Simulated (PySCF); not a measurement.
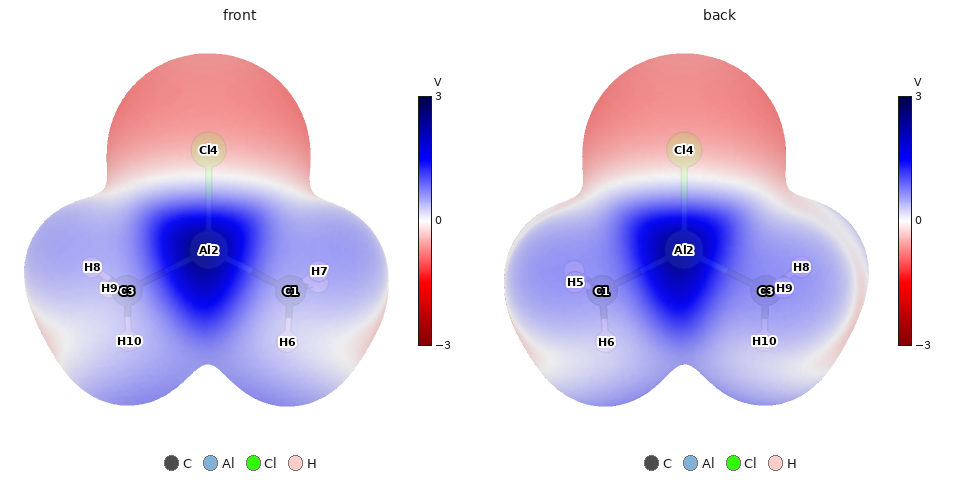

The picture shows: C2H6AlCl (SMILES [CH3][Al]([CH3])[Cl]). The molecular electrostatic potential painted on the density surface at 0.001 e/bohr³, seen from the front and from behind; the colour scale runs from red (negative) to blue (positive).

Geometry: PBE0-D3(BJ)/def2-SVP.

Method: PySCF 2.14.0, density-fitted response routines, DFT single point, gas phase, functional M06-2X.

| atom | x (Å) | y (Å) | z (Å) |
| --- | --- | --- | --- |
| C | -1.6026 | -0.4560 | 0.5714 |
| Al | -0.0744 | 0.5778 | -0.0484 |
| C | 1.6705 | -0.1108 | -0.5655 |
| Cl | -0.3246 | 2.6830 | -0.1410 |
| H | -1.7987 | -0.2502 | 1.6379 |
| H | -1.4545 | -1.5418 | 0.4619 |
| H | -2.5197 | -0.1758 | 0.0276 |
| H | 2.0503 | 0.3935 | -1.4688 |
| H | 2.4073 | 0.0825 | 0.2336 |
| H | 1.6619 | -1.1967 | -0.7503 |

### Describe the electrostatic potential map.

The most negative region (about −0.7 V, or −16 kcal/mol for a unit charge) lies over Cl4, the most positive (about +2.4 V, or +55 kcal/mol for a unit charge) over Al2.
